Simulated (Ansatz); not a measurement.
**P₄: energies up the ladder**

Wanted for P₄: energies up the ladder.

Method: the levels named in each step, in Ansatz 0.2.0.

## (1) The starting structure

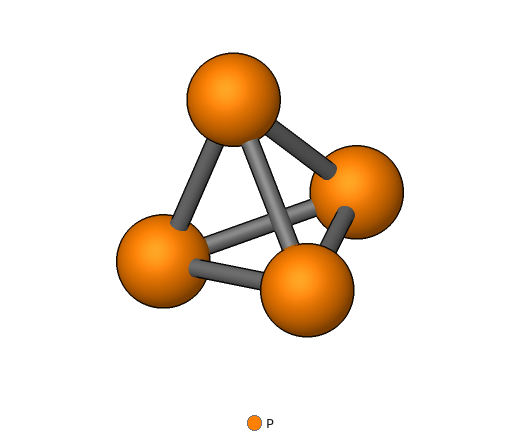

The starting structure, seen from a chosen angle (phosphorus orange).

As a file:

```xyz
4

P     1.2191   -0.1743   -0.5227
P    -0.4692    1.2019   -0.3537
P    -0.8215   -0.9517   -0.4573
P     0.0715   -0.0760    1.3338
```

## (2) A rough first relaxation, PBE-D4/def2-SVP

The input, input.yaml:

```yaml
crystal:
  periodic: [false, false, false]
  atoms:
    - { symbol: P, position_ang: [1.2191, -0.17433, -0.52268] }
    - { symbol: P, position_ang: [-0.46918, 1.20191, -0.35368] }
    - { symbol: P, position_ang: [-0.82151, -0.95173, -0.45732] }
    - { symbol: P, position_ang: [0.07151, -0.07595, 1.33376] }
basis:
  gaussian: { orbitals: def2-SVP }
hamiltonian:
  xc: pbe
  dispersion: d4
relax:
  f_tol: 0.03
  max_steps: 200
```

Command:

```sh
$ ansatz run input.yaml --threads 4 --pin off --max-ram 10240MiB --backend cpu --events-out ev --progress --plain --runs-dir out
```

Log, shortened:

```text
Warning: RAYON_NUM_THREADS=4 ignored (pool sized by the plan → 4); use --threads N
[...]
Functional definition: PBE
[...]
828 factors; their error is unknown
[...]
mean field -37127.76610797 eV, -1364.4202383643 hartree, gradient 1.3e-5 eV, S^2 0.000000; 0 other end points of the search recorded, 0 dependent functions left out
[...]
reference -37127.76613218 eV, -1364.4202392538 hartree; 30, 30 occupied and 42, 42 virtual orbitals, 828 factors
relax step   1: F+E_penalty+E_count = -37128.01063401 eV  Δ(F+E_penalty+E_count) = +0.000e0 eV  max|allowed force component| = 1.121e0 eV/Å  Δτ_max = 0.0000 Å  (23 SCF iters, accepted)
[...]
relax step   2: F+E_penalty+E_count = -37128.05768770 eV  Δ(F+E_penalty+E_count) = -4.705e-2 eV  max|allowed force component| = 4.069e-1 eV/Å  Δτ_max = 0.0155 Å  (22 SCF iters, accepted)
[...]
relax step   3: F+E_penalty+E_count = -37128.06547121 eV  Δ(F+E_penalty+E_count) = -7.784e-3 eV  max|allowed force component| = 6.344e-3 eV/Å  Δτ_max = 0.0098 Å  (22 SCF iters, accepted)
828 factors; their error is unknown
[...]
mean field -37127.82142828 eV, -1364.4222713481 hartree, gradient 1.1e-5 eV, S^2 0.000000; 1 other end points of the search recorded, 0 dependent functions left out
[...]
reference -37127.82145268 eV, -1364.4222722447 hartree; 30, 30 occupied and 42, 42 virtual orbitals, 828 factors
Total energy: -37128.06549561 eV, -1364.4312406569 hartree
Atom 0 at     1.242148    -0.177620    -0.532516 Å, force    -0.005746     0.000807     0.002399 eV/Å
Atom 1 at    -0.478072     1.224598    -0.360387 Å, force     0.002238    -0.005614     0.001701 eV/Å
Atom 2 at    -0.837080    -0.969702    -0.466017 Å, force     0.003943     0.004468     0.002244 eV/Å
Atom 3 at     0.072924    -0.077375     1.358999 Å, force    -0.000435     0.000339    -0.006344 eV/Å
Dipole moment:     0.000000     0.000000    -0.000000 e Å
```

It took 8.6 s on 4 threads of AMD EPYC (Zen 3), shared host; peak memory 0.15 GiB.

Step by step:

| step | energy from step 1 (eV) | largest force component (eV/Å) |
| --- | --- | --- |
| 1 | 0.0000 | 1.1205 |
| 2 | -0.0471 | 0.4069 |
| 3 | -0.0548 | 0.0063 |

Step 1 is the start.

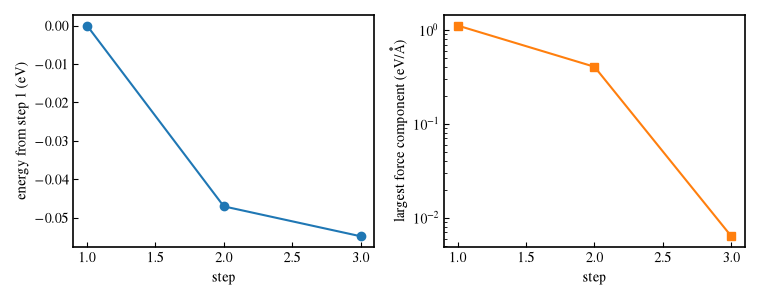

Energy and largest force along the relaxation.

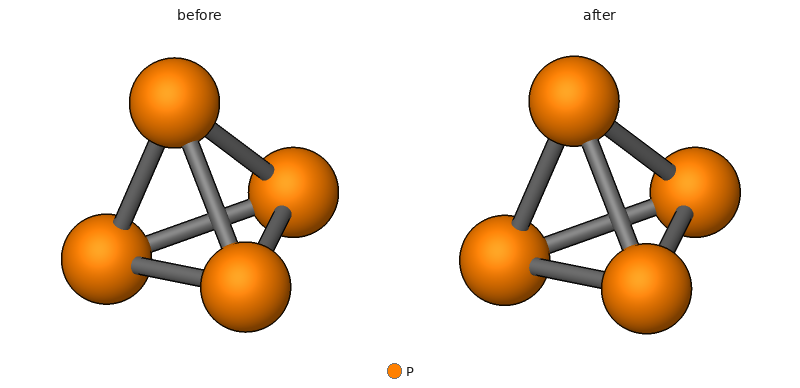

Before and after, at one scale. The change is too small to see at this scale.

Before: Bond lengths: P1–P2 2.185 Å, P1–P3 2.185 Å, P2–P3 2.185 Å, P1–P4 2.185 Å, P2–P4 2.185 Å, P3–P4 2.185 Å. Angles: P1–P2–P3 60.0°, P1–P2–P4 60.0°, P3–P2–P4 60.0°, P2–P1–P3 60.0°, P2–P1–P4 60.0°, P3–P1–P4 60.0°, P1–P3–P2 60.0°, P1–P3–P4 60.0°, P2–P3–P4 60.0°, P1–P4–P2 60.0°, P1–P4–P3 60.0°, P2–P4–P3 60.0°.

After: Bond lengths: P1–P2 2.226 Å, P1–P3 2.226 Å, P2–P3 2.226 Å, P1–P4 2.226 Å, P2–P4 2.226 Å, P3–P4 2.226 Å. Angles: P1–P2–P3 60.0°, P1–P2–P4 60.0°, P3–P2–P4 60.0°, P2–P1–P3 60.0°, P2–P1–P4 60.0°, P3–P1–P4 60.0°, P1–P3–P2 60.0°, P1–P3–P4 60.0°, P2–P3–P4 60.0°, P1–P4–P2 60.0°, P1–P4–P3 60.0°, P2–P4–P3 60.0°.

## (3) Relaxation, PBE0-D4/def2-TZVPP

The input, input.yaml:

```yaml
crystal:
  periodic: [false, false, false]
  atoms:
    - { symbol: P, position_ang: [1.24214761, -0.17762028, -0.53251571] }
    - { symbol: P, position_ang: [-0.47807162, 1.22459793, -0.360387] }
    - { symbol: P, position_ang: [-0.8370803, -0.96970217, -0.46601654] }
    - { symbol: P, position_ang: [0.07292431, -0.07737548, 1.35899925] }
basis:
  gaussian: { orbitals: def2-TZVPP }
hamiltonian:
  xc: pbe0
  dispersion: d4
relax:
  f_tol: 0.002
  max_steps: 150
```

Command:

```sh
$ ansatz run input.yaml --threads 4 --pin off --max-ram 10240MiB --backend cpu --events-out ev --progress --plain --runs-dir out
```

Log, shortened:

```text
Warning: RAYON_NUM_THREADS=4 ignored (pool sized by the plan → 4); use --threads N
[...]
Functional definition: PBE0
[...]
1200 factors; their error is unknown
[...]
mean field -37143.73229537 eV, -1365.0069849290 hartree, gradient 5.9e-5 eV, S^2 0.000000; 0 other end points of the search recorded, 0 dependent functions left out
[...]
reference -37143.73231939 eV, -1365.0069858116 hartree; 30, 30 occupied and 138, 138 virtual orbitals, 1200 factors
relax step   1: F+E_penalty+E_count = -37143.93550486 eV  Δ(F+E_penalty+E_count) = +0.000e0 eV  max|allowed force component| = 1.107e0 eV/Å  Δτ_max = 0.0000 Å  (25 SCF iters, accepted)
[...]
relax step   4: F+E_penalty+E_count = -37143.99446137 eV  Δ(F+E_penalty+E_count) = -7.532e-6 eV  max|allowed force component| = 1.749e-2 eV/Å  Δτ_max = 0.0008 Å  (20 SCF iters, accepted)
[...]
relax step   5: F+E_penalty+E_count = -37143.99447456 eV  Δ(F+E_penalty+E_count) = -1.319e-5 eV  max|allowed force component| = 1.889e-6 eV/Å  Δτ_max = 0.0004 Å  (19 SCF iters, accepted)
1200 factors; their error is unknown
mean field -37143.79096411 eV, -1365.0091409653 hartree, gradient 3.4e-5 eV, S^2 0.000000; 1 other end points of the search recorded, 0 dependent functions left out
[...]
reference -37143.79098793 eV, -1365.0091418407 hartree; 30, 30 occupied and 138, 138 virtual orbitals, 1200 factors
Total energy: -37143.99449838 eV, -1365.0166207116 hartree
Atom 0 at     1.218615    -0.174256    -0.522432 Å, force     0.000001    -0.000000    -0.000001 eV/Å
Atom 1 at    -0.469012     1.201396    -0.353555 Å, force    -0.000001     0.000002    -0.000001 eV/Å
Atom 2 at    -0.821219    -0.951331    -0.457184 Å, force    -0.000001    -0.000001    -0.000001 eV/Å
Atom 3 at     0.071536    -0.075909     1.333251 Å, force     0.000000    -0.000000     0.000002 eV/Å
Dipole moment:    -0.000001     0.000000     0.000000 e Å
```

Run time: 46 s. Hardware: 4 threads of AMD EPYC (Zen 3), shared host; peak memory 0.46 GiB.

The steps of the relaxation:

```csv
step,energy from step 1 (eV),largest force component (eV/Å)
1,0.0000,1.1072
2,-0.0515,0.4079
3,-0.0589,0.0220
4,-0.0590,0.0175
5,-0.0590,0.0000
```

Step 1 is the start.

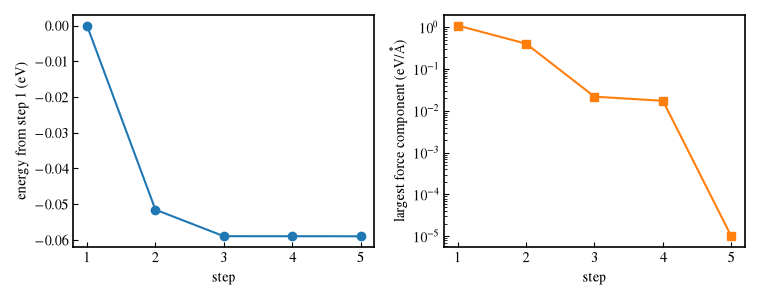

Energy and largest force along the relaxation.

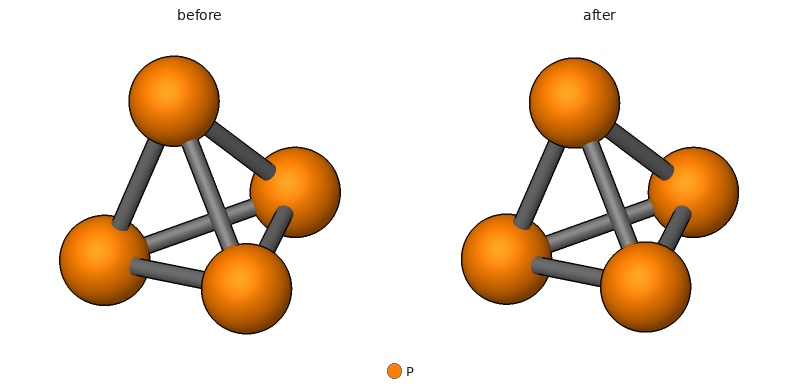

The structure before (left) and after (right) the relaxation, drawn at the same scale. The change is too small to see at this scale.

Before: Bond lengths: P1–P2 2.226 Å, P1–P3 2.226 Å, P2–P3 2.226 Å, P1–P4 2.226 Å, P2–P4 2.226 Å, P3–P4 2.226 Å. Angles: P1–P2–P3 60.0°, P1–P2–P4 60.0°, P3–P2–P4 60.0°, P2–P1–P3 60.0°, P2–P1–P4 60.0°, P3–P1–P4 60.0°, P1–P3–P2 60.0°, P1–P3–P4 60.0°, P2–P3–P4 60.0°, P1–P4–P2 60.0°, P1–P4–P3 60.0°, P2–P4–P3 60.0°.

After: Bond lengths: P1–P2 2.184 Å, P1–P3 2.184 Å, P2–P3 2.184 Å, P1–P4 2.184 Å, P2–P4 2.184 Å, P3–P4 2.184 Å. Angles: P1–P2–P3 60.0°, P1–P2–P4 60.0°, P3–P2–P4 60.0°, P2–P1–P3 60.0°, P2–P1–P4 60.0°, P3–P1–P4 60.0°, P1–P3–P2 60.0°, P1–P3–P4 60.0°, P2–P3–P4 60.0°, P1–P4–P2 60.0°, P1–P4–P3 60.0°, P2–P4–P3 60.0°.

## (4) Frequencies, PBE0-D4/def2-TZVPP

The input, input.yaml:

```yaml
crystal:
  periodic: [false, false, false]
  atoms:
    - { symbol: P, position_ang: [1.21861489, -0.17425553, -0.52243215] }
    - { symbol: P, position_ang: [-0.46901186, 1.20139581, -0.35355533] }
    - { symbol: P, position_ang: [-0.82121872, -0.95133135, -0.45718354] }
    - { symbol: P, position_ang: [0.07153569, -0.07590892, 1.33325101] }
basis:
  gaussian: { orbitals: def2-TZVPP }
hamiltonian:
  xc: pbe0
  dispersion: d4
phonons: {}
```

Command:

```sh
$ ansatz run input.yaml --threads 4 --pin off --max-ram 10240MiB --backend cpu --events-out ev --progress --plain --runs-dir out
```

Log, shortened:

```text
Warning: RAYON_NUM_THREADS=4 ignored (pool sized by the plan → 4); use --threads N
[...]
Functional definition: PBE0
[...]
1200 factors; their error is unknown
[...]
mean field -37143.79096411 eV, -1365.0091409653 hartree, gradient 5.9e-5 eV, S^2 0.000000; 0 other end points of the search recorded, 0 dependent functions left out
[...]
reference -37143.79098793 eV, -1365.0091418407 hartree; 30, 30 occupied and 138, 138 virtual orbitals, 1200 factors
[...]
1200 factors; their error is unknown
[...]
mean field -37143.79089316 eV, -1365.0091383579 hartree, gradient 1.3e-6 eV, S^2 0.000000; 0 other end points of the search recorded, 0 dependent functions left out
[...]
reference -37143.79091698 eV, -1365.0091392334 hartree; 30, 30 occupied and 138, 138 virtual orbitals, 1200 factors
[...]
1200 factors; their error is unknown
[...]
reference -37143.79095876 eV, -1365.0091407685 hartree; 30, 30 occupied and 138, 138 virtual orbitals, 1200 factors
[...]
1200 factors; their error is unknown
[...]
mean field -37143.79093824 eV, -1365.0091400147 hartree, gradient 2.3e-6 eV, S^2 0.000000; 0 other end points of the search recorded, 0 dependent functions left out
[...]
reference -37143.79096206 eV, -1365.0091408900 hartree; 30, 30 occupied and 138, 138 virtual orbitals, 1200 factors
Total energy: -37143.99449838 eV, -1365.0166207115 hartree
Atom 0 at     1.218615    -0.174256    -0.522432 Å, force     0.000015    -0.000002    -0.000006 eV/Å
Atom 1 at    -0.469012     1.201396    -0.353555 Å, force    -0.000006     0.000015    -0.000004 eV/Å
Atom 2 at    -0.821219    -0.951331    -0.457184 Å, force     0.000004     0.000002     0.000022 eV/Å
Atom 3 at     0.071536    -0.075909     1.333251 Å, force    -0.000013    -0.000014    -0.000011 eV/Å
Dipole moment:    -0.000000    -0.000000     0.000000 e Å
Vibrations: 391.58 391.58 489.53 489.53 489.53 640.40 cm⁻¹, zero-point energy 0.179291 eV
```

It took 51 s on 4 threads of AMD EPYC (Zen 3), shared host; peak memory 0.45 GiB.

Harmonic frequencies (cm⁻¹; negative: imaginary): 392, 392, 490, 490, 490, 640.

## (5) Single point, PBE-D4/def2-TZVPP

input.yaml: that of step 4 with these lines changed.

```diff
@@ -10,4 +10,3 @@
 hamiltonian:
-  xc: pbe0
+  xc: pbe
   dispersion: d4
-phonons: {}
```

Command:

```sh
$ ansatz run input.yaml --threads 4 --pin off --max-ram 10240MiB --backend cpu --events-out ev --progress --plain --runs-dir out
```

Log:

```text
Warning: RAYON_NUM_THREADS=4 ignored (pool sized by the plan → 4); use --threads N
Engine: ansatz 0.2.0, x86_64-unknown-linux-gnu
Functional definition: PBE
  parameter kappa = 0.804
  parameter beta = 0.06672455060314922
  exchange = pbe_x(kappa = kappa, mu = beta*pi^2/3)
  correlation = pbe_c(beta = beta)
1148 factors; their error is unknown
mean field evaluation 1: about -37137.9590 eV, gradient 3.3e1 eV
mean field evaluation 2: about -37131.9559 eV, gradient 6.0e1 eV
mean field evaluation 4: about -37141.0174 eV, gradient 2.8e-1 eV
mean field evaluation 8: about -37140.9753 eV, gradient 9.7e-2 eV
mean field -37140.97534672 eV, -1364.9056689347 hartree, gradient 5.2e-5 eV, S^2 0.000000; 0 other end points of the search recorded, 0 dependent functions left out
reference -37140.97537856 eV, -1364.9056701046 hartree; 30, 30 occupied and 138, 138 virtual orbitals, 1148 factors
Total energy: -37141.21991423 eV, -1364.9146566251 hartree
```

It took 3.5 s on 4 threads of AMD EPYC (Zen 3), shared host; peak memory 0.23 GiB.

## (6) Single point, r2SCAN-D4/def2-TZVPP

input.yaml: that of step 5 with these lines changed.

```diff
@@ -10,3 +10,3 @@
 hamiltonian:
-  xc: pbe
+  xc: r2scan
   dispersion: d4
```

Command:

```sh
$ ansatz run input.yaml --threads 4 --pin off --max-ram 10240MiB --backend cpu --events-out ev --progress --plain --runs-dir out
```

Log:

```text
Warning: RAYON_NUM_THREADS=4 ignored (pool sized by the plan → 4); use --threads N
Engine: ansatz 0.2.0, x86_64-unknown-linux-gnu
Functional definition: r2SCAN
  parameter k0 = 0.174
  parameter k1 = 0.065
  parameter a1 = 4.9479
  exchange = r2scan_x(k0 = k0, k1 = k1, a1 = a1)
  correlation = r2scan_c
1148 factors; their error is unknown
mean field evaluation 1: about -37152.7066 eV, gradient 2.9e1 eV
mean field evaluation 2: about -37149.5337 eV, gradient 4.7e1 eV
mean field evaluation 4: about -37155.0320 eV, gradient 2.4e-1 eV
mean field evaluation 8: about -37154.9820 eV, gradient 1.2e-1 eV
mean field -37154.98207165 eV, -1365.4204065819 hartree, gradient 2.3e-5 eV, S^2 0.000000; 0 other end points of the search recorded, 0 dependent functions left out
reference -37154.98208035 eV, -1365.4204069014 hartree; 30, 30 occupied and 138, 138 virtual orbitals, 1148 factors
Total energy: -37155.02807291 eV, -1365.4220970970 hartree
```

Run time: 5.6 s. Hardware: 4 threads of AMD EPYC (Zen 3), shared host; peak memory 0.25 GiB.

## (7) Single point, B3LYP-D4/def2-TZVPP

input.yaml: that of step 6 with these lines changed.

```diff
@@ -10,3 +10,3 @@
 hamiltonian:
-  xc: r2scan
+  xc: { name: B3LYP }
   dispersion: d4
```

Command:

```sh
$ ansatz run input.yaml --threads 4 --pin off --max-ram 10240MiB --backend cpu --events-out ev --progress --plain --runs-dir out
```

Log:

```text
Warning: RAYON_NUM_THREADS=4 ignored (pool sized by the plan → 4); use --threads N
Engine: ansatz 0.2.0, x86_64-unknown-linux-gnu
Functional definition: B3LYP
  parameter a0 = 0.2
  parameter ax = 0.72
  parameter ac = 0.81
  exchange = (1 - a0 - ax)*slater_x + ax*b88_x + a0*exact_x
  correlation = (1 - ac)*vwn_rpa_c + ac*lyp_c
1188 factors; their error is unknown
mean field evaluation 1: about -37157.2965 eV, gradient 2.5e1 eV
mean field evaluation 2: about -37155.7338 eV, gradient 3.7e1 eV
mean field evaluation 4: about -37159.0130 eV, gradient 2.6e-1 eV
mean field evaluation 8: about -37159.0126 eV, gradient 5.6e-2 eV
mean field -37159.01264762 eV, -1365.5685275167 hartree, gradient 6.6e-5 eV, S^2 0.000000; 0 other end points of the search recorded, 0 dependent functions left out
reference -37159.01287400 eV, -1365.5685358359 hartree; 30, 30 occupied and 138, 138 virtual orbitals, 1188 factors
Total energy: -37159.42442656 eV, -1365.5836601134 hartree
```

Run time: 5.1 s. Hardware: 4 threads of AMD EPYC (Zen 3), shared host; peak memory 0.35 GiB.

## (8) Single point, wB97M-V/def2-TZVPP

input.yaml: that of step 7 with these lines changed.

```diff
@@ -10,3 +10,2 @@
 hamiltonian:
-  xc: { name: B3LYP }
-  dispersion: d4
+  xc: { name: wB97M-V }
```

Command:

```sh
$ ansatz run input.yaml --threads 4 --pin off --max-ram 10240MiB --backend cpu --events-out ev --progress --plain --runs-dir out
```

Log, shortened:

```text
Warning: RAYON_NUM_THREADS=4 ignored (pool sized by the plan → 4); use --threads N
[...]
Functional definition: wB97M-V
[...]
  gx(w, u) = 1 - cx + cx01*u + cx10*w
  gss(w, u) = css00 + css04*u^4 + css10*w + css20*w^2 + css43*w^4*u^3
  gos(w, u) = cos00 + cos10*w + (cos20 + cos21*u)*w^2 + (cos60 + cos61*u)*w^6
[...]
      + integral(e_c_pw_mod_opposite_spin*gos(b97_w_opposite, b97_u_opposite)) + vv10(b, c)
1148 factors; their error is unknown
180 factors; integrals over basis functions are off by at most 1.2e-5 eV
[...]
mean field -37155.54030136 eV, -1365.4409211454 hartree, gradient 3.0e-5 eV, S^2 0.000000; 0 other end points of the search recorded, 0 dependent functions left out
reference -37155.54033665 eV, -1365.4409224419 hartree; 30, 30 occupied and 138, 138 virtual orbitals, 1148 factors
Total energy: -37155.54033665 eV, -1365.4409224419 hartree
```

Run time: 12 s. Hardware: 4 threads of AMD EPYC (Zen 3), shared host; peak memory 0.43 GiB.

## (9) Single point, B2PLYP/def2-TZVPP

input.yaml: that of step 8 with these lines changed.

```diff
@@ -10,2 +10,2 @@
 hamiltonian:
-  xc: { name: wB97M-V }
+  xc: { name: B2PLYP }
```

Command:

```sh
$ ansatz run input.yaml --threads 4 --pin off --max-ram 10240MiB --backend cpu --events-out ev --progress --plain --runs-dir out
```

Log, shortened:

```text
Warning: RAYON_NUM_THREADS=4 ignored (pool sized by the plan → 4); use --threads N
[...]
Functional definition: B2PLYP
[...]
1030 factors; integrals over basis functions are off by at most 2.0e-4 eV
[...]
mean field -37138.68006642 eV, -1364.8213189396 hartree, gradient 6.6e-6 eV, S^2 0.000000; 0 other end points of the search recorded, 0 dependent functions left out
20 core orbitals not correlated: weight in the atoms' cores, before any rotation towards them, 1.000 or more for the frozen orbitals, at most 0.000 for the correlated occupied ones
reference -37138.68021026 eV, -1364.8213242255 hartree; 10, 10 occupied and 138, 138 virtual orbitals, 1030 factors
second order -20.31984472 eV of doubles, -0.00000000 eV of singles
Total energy: -37144.16656834 eV, -1365.0229441659 hartree
```

Wall time 8.7 s (4 threads of AMD EPYC (Zen 3), shared host); peak memory 0.37 GiB.

## (10) Single point, LDA/def2-TZVPP

input.yaml: that of step 9 with these lines changed.

```diff
@@ -10,2 +10,2 @@
 hamiltonian:
-  xc: { name: B2PLYP }
+  xc: lda
```

Command:

```sh
$ ansatz run input.yaml --threads 4 --pin off --max-ram 10240MiB --backend cpu --events-out ev --progress --plain --runs-dir out
```

Log:

```text
Warning: RAYON_NUM_THREADS=4 ignored (pool sized by the plan → 4); use --threads N
Engine: ansatz 0.2.0, x86_64-unknown-linux-gnu
Functional definition: SPW92
  exchange = slater_x
  correlation = pw_c
1148 factors; their error is unknown
mean field evaluation 1: about -37018.3709 eV, gradient 3.4e1 eV
mean field evaluation 2: about -37011.5129 eV, gradient 6.3e1 eV
mean field evaluation 4: about -37021.6965 eV, gradient 2.3e-1 eV
mean field evaluation 8: about -37021.6551 eV, gradient 9.8e-2 eV
mean field -37021.65508835 eV, -1360.5207303178 hartree, gradient 5.7e-5 eV, S^2 0.000000; 0 other end points of the search recorded, 0 dependent functions left out
reference -37021.65511868 eV, -1360.5207314322 hartree; 30, 30 occupied and 138, 138 virtual orbitals, 1148 factors
Total energy: -37021.65511868 eV, -1360.5207314322 hartree
```

It took 2.5 s on 4 threads of AMD EPYC (Zen 3), shared host; peak memory 0.22 GiB.

## (11) Single point, PBE0-D4/def2-SVP

input.yaml: that of step 10 with these lines changed.

```diff
@@ -8,4 +8,5 @@
 basis:
-  gaussian: { orbitals: def2-TZVPP }
+  gaussian: { orbitals: def2-SVP }
 hamiltonian:
-  xc: lda
+  xc: pbe0
+  dispersion: d4
```

Command:

```sh
$ ansatz run input.yaml --threads 4 --pin off --max-ram 10240MiB --backend cpu --events-out ev --progress --plain --runs-dir out
```

Log:

```text
Warning: RAYON_NUM_THREADS=4 ignored (pool sized by the plan → 4); use --threads N
Engine: ansatz 0.2.0, x86_64-unknown-linux-gnu
Functional definition: PBE0
  parameter a = 0.25
  parameter kappa = 0.804
  parameter beta = 0.06672455060314922
  exchange = (1 - a)*pbe_x(kappa = kappa, mu = beta*pi^2/3) + a*exact_x
  correlation = pbe_c(beta = beta)
632 factors; integrals over basis functions are off by at most 1.3e-3 eV
mean field evaluation 1: about -37130.4764 eV, gradient 6.7e0 eV
mean field evaluation 2: about -37130.5086 eV, gradient 6.5e0 eV
mean field evaluation 4: about -37130.6393 eV, gradient 7.3e-2 eV
mean field evaluation 8: about -37130.6401 eV, gradient 2.3e-4 eV
mean field -37130.64011754 eV, -1364.5258562677 hartree, gradient 6.9e-5 eV, S^2 0.000000; 0 other end points of the search recorded, 0 dependent functions left out
reference -37130.64013561 eV, -1364.5258569319 hartree; 30, 30 occupied and 42, 42 virtual orbitals, 632 factors
Total energy: -37130.84364606 eV, -1364.5333358028 hartree
```

Wall time 1.9 s (4 threads of AMD EPYC (Zen 3), shared host); peak memory 0.14 GiB.

## (12) Single point, PBE-D4/def2-SVP

input.yaml: that of step 11 with these lines changed.

```diff
@@ -10,3 +10,3 @@
 hamiltonian:
-  xc: pbe0
+  xc: pbe
   dispersion: d4
```

Command:

```sh
$ ansatz run input.yaml --threads 4 --pin off --max-ram 10240MiB --backend cpu --events-out ev --progress --plain --runs-dir out
```

Log:

```text
Warning: RAYON_NUM_THREADS=4 ignored (pool sized by the plan → 4); use --threads N
Engine: ansatz 0.2.0, x86_64-unknown-linux-gnu
Functional definition: PBE
  parameter kappa = 0.804
  parameter beta = 0.06672455060314922
  exchange = pbe_x(kappa = kappa, mu = beta*pi^2/3)
  correlation = pbe_c(beta = beta)
828 factors; their error is unknown
mean field evaluation 1: about -37127.1927 eV, gradient 1.3e1 eV
mean field evaluation 2: about -37126.7375 eV, gradient 1.8e1 eV
mean field evaluation 4: about -37127.7828 eV, gradient 1.2e-1 eV
mean field evaluation 8: about -37127.7637 eV, gradient 1.9e-2 eV
mean field -37127.76368949 eV, -1364.4201494866 hartree, gradient 1.4e-5 eV, S^2 0.000000; 0 other end points of the search recorded, 0 dependent functions left out
reference -37127.76371369 eV, -1364.4201503760 hartree; 30, 30 occupied and 42, 42 virtual orbitals, 828 factors
Total energy: -37128.00824937 eV, -1364.4291368964 hartree
```

Run time: 1.7 s. Hardware: 4 threads of AMD EPYC (Zen 3), shared host; peak memory 0.12 GiB.

(Part 1 of 2 ends here.)
